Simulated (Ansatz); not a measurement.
# Run report: SnNH7O, geometry relaxation (part 2 of 2)

SnNH7O; RKS PBE0-D4/def2-TZVP (Ansatz 0.2.0). The geometry is a transition state displaced along its imaginary mode. The reaction was set up to form Sn1–N7 and O2–H6 and to break Sn1–O2 and H6–N7 (atoms counted from 1 in the order of the input); sticks are drawn by distance alone.

Geometry of the input (Å):
```
Sn 1.0214  0.3387  -0.0523
O  0.0562  -1.3198  0.9440
H  1.0665  1.7792  -1.1083
H  1.9950  -0.7626  -0.9008
H  1.4001  1.0324  1.4570
H  -1.1544  -0.5716  0.0817
N  -1.1789  0.1317  -0.5564
H  -0.0255  -1.3541  1.9020
H  -1.7639  0.9058  -0.2805
H  -1.4165  -0.1795  -1.4864
```

Trajectory as extended XYZ, continued
```
10
Properties=species:S:1:pos:R:3:forces:R:3 step=5 energy=-9480.01372
Sn    1.1072    0.2741    0.1140    0.1359   0.2337  -0.1650
O    -0.0146   -1.1104    1.0592    0.2585  -0.0191   0.6169
H     0.8472    1.7168   -0.8170   -0.0087  -0.1720   0.2145
H     2.1474   -0.7426   -0.7955   -0.0377   0.0478  -0.0556
H     1.8617    0.8670    1.5566    0.0856  -0.0317  -0.0240
H    -1.5743   -0.5512    0.0047   -0.0215   0.4499  -0.5851
N    -1.3589    0.1308   -0.7392   -0.1142  -0.3984   0.1855
H     0.4396   -1.3249    1.8896   -0.3126   0.0363  -0.4099
H    -1.8855    0.9881   -0.6152    0.0274  -0.1364   0.0258
H    -1.5698   -0.2475   -1.6572   -0.0126  -0.0101   0.1968
10
Properties=species:S:1:pos:R:3:forces:R:3 step=6 energy=-9480.11042
Sn    1.1716    0.2808    0.1598   -0.0077   0.0420   0.0103
O    -0.0313   -1.0238    1.1211    0.1712   0.2770  -0.0442
H     0.8030    1.7372   -0.6834   -0.0181  -0.1329   0.2122
H     2.1346   -0.7235   -0.8473   -0.0940   0.0607   0.0079
H     2.0486    0.8104    1.5661    0.0373  -0.0975  -0.1152
H    -1.6271   -0.5555   -0.0623   -0.0651  -0.0234  -0.0028
N    -1.3894    0.0989   -0.7982    0.0337  -0.0361  -0.2727
H     0.4291   -1.2884    1.9197   -0.0371  -0.0677   0.1234
H    -1.9087    0.9587   -0.6752   -0.0097  -0.0425  -0.0092
H    -1.6305   -0.2946   -1.7004   -0.0105   0.0205   0.0903
10
Properties=species:S:1:pos:R:3:forces:R:3 step=7 energy=-9480.19512
Sn    1.1790    0.2953    0.1904    0.0065  -0.0923   0.0281
O    -0.0426   -0.9562    1.1872    0.1682   0.3044  -0.0904
H     0.7358    1.8030   -0.5071   -0.0324  -0.1409   0.1861
H     2.0355   -0.6957   -0.9231   -0.1221   0.1251   0.0347
H     2.1971    0.7257    1.5408   -0.0093  -0.1049  -0.1528
H    -1.6782   -0.5483   -0.0962    0.0034  -0.0716   0.1002
N    -1.3732    0.0454   -0.8558    0.0008   0.0825  -0.2673
H     0.4346   -1.2434    1.9674   -0.0332  -0.0553   0.1708
H    -1.8283    0.9474   -0.7708   -0.0136  -0.0947  -0.0479
H    -1.6597   -0.3732   -1.7329    0.0316   0.0477   0.0387
10
Properties=species:S:1:pos:R:3:forces:R:3 step=8 energy=-9480.27338
Sn    1.1938    0.2890    0.2185    0.0211   0.0526   0.0311
O    -0.0610   -0.8794    1.2648    0.2160   0.2673  -0.1696
H     0.6597    1.8315   -0.3350    0.0796  -0.2076   0.1985
H     1.9435   -0.6564   -1.0146   -0.1815   0.1448   0.1469
H     2.3564    0.6231    1.4941   -0.1497  -0.1278  -0.2522
H    -1.6777   -0.5550   -0.1421    0.0477  -0.0267   0.0902
N    -1.3568    0.0251   -0.9083   -0.1190   0.0521  -0.1567
H     0.4123   -1.1748    2.0440   -0.0337  -0.0507   0.1665
H    -1.8361    0.9201   -0.8473    0.0767  -0.1853  -0.0705
H    -1.6342   -0.4231   -1.7743    0.0428   0.0813   0.0159
10
Properties=species:S:1:pos:R:3:forces:R:3 step=9 energy=-9480.34535
Sn    1.1702    0.3088    0.2062    0.1029  -0.0325   0.1358
O    -0.0650   -0.7997    1.3174   -0.1883   0.0590  -0.1726
H     0.6427    1.9038   -0.1535    0.0408  -0.1607   0.0765
H     1.7790   -0.6041   -1.1157   -0.1243   0.1265   0.1033
H     2.4422    0.4833    1.3913   -0.0420  -0.0243  -0.1542
H    -1.6103   -0.5978   -0.1698    0.0505  -0.0109   0.0716
N    -1.3045   -0.0060   -0.9349   -0.0801   0.0194   0.0116
H     0.3240   -1.0852    2.1437    0.1590   0.0677   0.0624
H    -1.8280    0.8608   -0.8831    0.0294  -0.0379  -0.0348
H    -1.5503   -0.4638   -1.8019    0.0520  -0.0063  -0.0998
10
Properties=species:S:1:pos:R:3:forces:R:3 step=10 energy=-9480.35920
Sn    1.1566    0.3091    0.2576    0.1995  -0.0098  -0.2248
O    -0.1082   -0.7647    1.3652    0.0201   0.0935  -0.0856
H     0.6302    1.9113   -0.0304    0.0216  -0.0377   0.1167
H     1.6063   -0.5360   -1.1708    0.0090   0.0537   0.1993
H     2.5811    0.4241    1.2792   -0.2810  -0.0965  -0.0777
H    -1.5804   -0.6173   -0.1942   -0.0055  -0.0497   0.0683
N    -1.2685   -0.0179   -0.9498   -0.2001   0.0617  -0.0933
H     0.2641   -1.0322    2.2049    0.1208   0.0077   0.1010
H    -1.8418    0.8192   -0.9344    0.0505  -0.0682  -0.0361
H    -1.4393   -0.4956   -1.8274    0.0650   0.0452   0.0320
10
Properties=species:S:1:pos:R:3:forces:R:3 step=11 energy=-9480.38171
Sn    1.1827    0.3177    0.2520   -0.0432   0.0445  -0.1312
O    -0.0841   -0.7311    1.3662   -0.0722  -0.0484   0.0418
H     0.6604    1.9236    0.0309    0.0138   0.0229   0.0205
H     1.6141   -0.5182   -1.1687    0.0188  -0.0060   0.0112
H     2.5568    0.3482    1.3013    0.0416  -0.0101   0.0298
H    -1.5932   -0.6086   -0.1925   -0.0294  -0.0315   0.0209
N    -1.3118   -0.0164   -0.9651    0.0704   0.0555  -0.0253
H     0.3197   -0.9892    2.1966    0.0260  -0.0025   0.0261
H    -1.9155    0.7947   -0.9871   -0.0233   0.0078   0.0062
H    -1.4291   -0.5206   -1.8337   -0.0024  -0.0323   0.0001
10
Properties=species:S:1:pos:R:3:forces:R:3 step=12 energy=-9480.38193
Sn    1.1571    0.3178    0.2392   -0.0303  -0.0103   0.0138
O    -0.0850   -0.7364    1.3852    0.1374  -0.1283   0.3582
H     0.6496    1.9339    0.0433    0.0116   0.0027   0.0019
H     1.5932   -0.5155   -1.1830    0.0053   0.0038   0.0009
H     2.5470    0.3365    1.2774    0.0127   0.0005   0.0002
H    -1.6349   -0.6090   -0.2008    0.0115  -0.0248   0.0542
N    -1.2982   -0.0160   -0.9504    0.0168   0.0222  -0.0139
H     0.3404   -0.9893    2.2168   -0.1560   0.1305  -0.3824
H    -1.8953    0.7990   -1.0041   -0.0095   0.0128  -0.0103
H    -1.3740   -0.5209   -1.8235    0.0004  -0.0091  -0.0226
10
Properties=species:S:1:pos:R:3:forces:R:3 step=13 energy=-9480.38409
Sn    1.1546    0.3189    0.2417    0.0469   0.0250  -0.0322
O    -0.0932   -0.7343    1.3807   -0.0034  -0.0331   0.0619
H     0.6620    1.9396    0.0545   -0.0103   0.0008  -0.0054
H     1.6010   -0.5154   -1.1767   -0.0179   0.0047  -0.0057
H     2.5478    0.3311    1.2755    0.0049  -0.0082   0.0239
H    -1.5965   -0.5959   -0.1855   -0.0134   0.0007  -0.0152
N    -1.3007   -0.0095   -0.9596   -0.0062  -0.0012   0.0098
H     0.3334   -0.9900    2.2028   -0.0272   0.0240  -0.0684
H    -1.9207    0.7892   -1.0120    0.0187  -0.0161   0.0030
H    -1.3879   -0.5335   -1.8214    0.0079   0.0034   0.0284
10
Properties=species:S:1:pos:R:3:forces:R:3 step=14 energy=-9480.38492
Sn    1.1548    0.3227    0.2381   -0.0090  -0.0016  -0.0089
O    -0.0972   -0.7325    1.3742    0.0042  -0.0085   0.0105
H     0.6607    1.9438    0.0547    0.0019   0.0001  -0.0013
H     1.5955   -0.5038   -1.1865   -0.0002   0.0039  -0.0015
H     2.5426    0.3226    1.2806    0.0016  -0.0007   0.0041
H    -1.6065   -0.5852   -0.1727    0.0017   0.0047  -0.0052
N    -1.2973   -0.0120   -0.9512    0.0059  -0.0042   0.0151
H     0.3326   -0.9954    2.1908   -0.0009   0.0029  -0.0012
H    -1.9101    0.7899   -1.0237   -0.0019  -0.0011  -0.0105
H    -1.3750   -0.5500   -1.8045   -0.0032   0.0043  -0.0011
10
Properties=species:S:1:pos:R:3:forces:R:3 step=15 energy=-9480.38507
Sn    1.1499    0.3215    0.2359   -0.0002  -0.0017   0.0048
O    -0.0953   -0.7404    1.3740    0.0015  -0.0010   0.0013
H     0.6568    1.9438    0.0579   -0.0003   0.0016  -0.0008
H     1.5929   -0.4983   -1.1919    0.0003   0.0010  -0.0018
H     2.5386    0.3208    1.2784   -0.0002  -0.0007  -0.0005
H    -1.6138   -0.5748   -0.1666   -0.0010   0.0002   0.0030
N    -1.2944   -0.0109   -0.9476   -0.0064   0.0007  -0.0080
H     0.3359   -0.9959    2.1922    0.0004   0.0008  -0.0016
H    -1.9038    0.7921   -1.0366    0.0033  -0.0006   0.0006
H    -1.3669   -0.5578   -1.7959    0.0025  -0.0004   0.0030
10
Properties=species:S:1:pos:R:3:forces:R:3 step=16 energy=-9480.38511
Sn    1.1484    0.3222    0.2359    0.0005  -0.0056   0.0045
O    -0.0942   -0.7439    1.3733    0.0021   0.0029  -0.0026
H     0.6556    1.9452    0.0618   -0.0029  -0.0002   0.0003
H     1.5923   -0.4923   -1.1945    0.0012  -0.0007  -0.0026
H     2.5374    0.3187    1.2780    0.0007   0.0013  -0.0001
H    -1.6205   -0.5643   -0.1605    0.0013   0.0020  -0.0028
N    -1.2943   -0.0114   -0.9466   -0.0121   0.0075  -0.0104
H     0.3391   -0.9995    2.1903   -0.0006  -0.0003   0.0008
H    -1.8987    0.7939   -1.0493    0.0062  -0.0074   0.0038
H    -1.3651   -0.5684   -1.7886    0.0036   0.0006   0.0092
10
Properties=species:S:1:pos:R:3:forces:R:3 step=17 energy=-9480.38513
Sn    1.1487    0.3213    0.2359   -0.0051   0.0057   0.0046
O    -0.0933   -0.7466    1.3723    0.0045   0.0020  -0.0050
H     0.6525    1.9436    0.0642    0.0023  -0.0009   0.0013
H     1.5935   -0.4890   -1.1969   -0.0008  -0.0026  -0.0001
H     2.5377    0.3181    1.2781    0.0003   0.0000  -0.0015
H    -1.6243   -0.5548   -0.1552    0.0028   0.0034  -0.0092
N    -1.2950   -0.0096   -0.9456   -0.0132   0.0039  -0.0102
H     0.3406   -1.0023    2.1889   -0.0009  -0.0024   0.0030
H    -1.8990    0.7947   -1.0595    0.0108  -0.0109   0.0046
H    -1.3615   -0.5754   -1.7822   -0.0006   0.0018   0.0125
10
Properties=species:S:1:pos:R:3:forces:R:3 step=18 energy=-9480.38514
Sn    1.1490    0.3219    0.2365   -0.0017   0.0003  -0.0004
O    -0.0929   -0.7469    1.3719    0.0040   0.0015  -0.0006
H     0.6525    1.9441    0.0653    0.0005  -0.0008   0.0007
H     1.5928   -0.4893   -1.1962    0.0007   0.0000   0.0012
H     2.5384    0.3191    1.2780   -0.0002  -0.0001  -0.0007
H    -1.6239   -0.5537   -0.1551    0.0017   0.0008  -0.0065
N    -1.2950   -0.0101   -0.9466   -0.0095   0.0055  -0.0045
H     0.3406   -1.0032    2.1886   -0.0020  -0.0009   0.0004
H    -1.8978    0.7950   -1.0603    0.0063  -0.0069   0.0021
H    -1.3638   -0.5768   -1.7823    0.0003   0.0005   0.0084
10
Properties=species:S:1:pos:R:3:forces:R:3 step=19 energy=-9480.38514
Sn    1.1498    0.3220    0.2370    0.0002  -0.0002   0.0006
O    -0.0918   -0.7473    1.3720   -0.0110   0.0055  -0.0190
H     0.6522    1.9439    0.0665    0.0001  -0.0002   0.0002
H     1.5932   -0.4892   -1.1957    0.0001   0.0001   0.0002
H     2.5397    0.3197    1.2776   -0.0001   0.0000  -0.0001
H    -1.6250   -0.5523   -0.1553    0.0004  -0.0002   0.0006
N    -1.2958   -0.0098   -0.9473    0.0005  -0.0001   0.0005
H     0.3403   -1.0040    2.1889    0.0101  -0.0049   0.0170
H    -1.8980    0.7952   -1.0622   -0.0003   0.0007   0.0001
H    -1.3647   -0.5781   -1.7816    0.0000  -0.0006   0.0000
10
Properties=species:S:1:pos:R:3:forces:R:3 step=20 energy=-9480.38515
Sn    1.1496    0.3221    0.2368    0.0008  -0.0007  -0.0002
O    -0.0921   -0.7476    1.3712   -0.0019   0.0014  -0.0038
H     0.6523    1.9442    0.0669   -0.0004  -0.0005  -0.0004
H     1.5939   -0.4888   -1.1958   -0.0008   0.0007   0.0000
H     2.5393    0.3194    1.2777   -0.0001   0.0001   0.0004
H    -1.6250   -0.5509   -0.1541    0.0010  -0.0004  -0.0020
N    -1.2958   -0.0099   -0.9471   -0.0018   0.0024  -0.0001
H     0.3404   -1.0043    2.1882    0.0018  -0.0012   0.0037
H    -1.8977    0.7952   -1.0632    0.0015  -0.0015   0.0001
H    -1.3649   -0.5794   -1.7807   -0.0001  -0.0003   0.0023
```

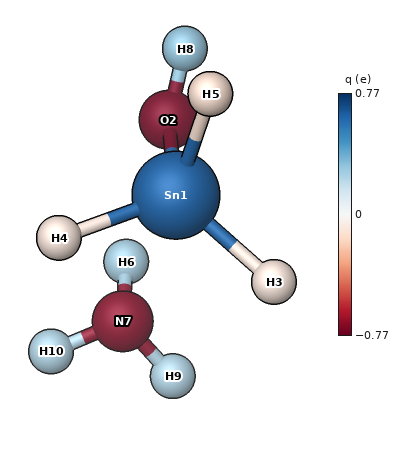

Figure 1. Mulliken charges, as the colour of each atom (ball-and-stick view, seen at an oblique angle; atoms are numbered from 1 in the order of the input). By element: Sn +0.61, O −0.73, H −0.11 to +0.31 and N −0.71 e.
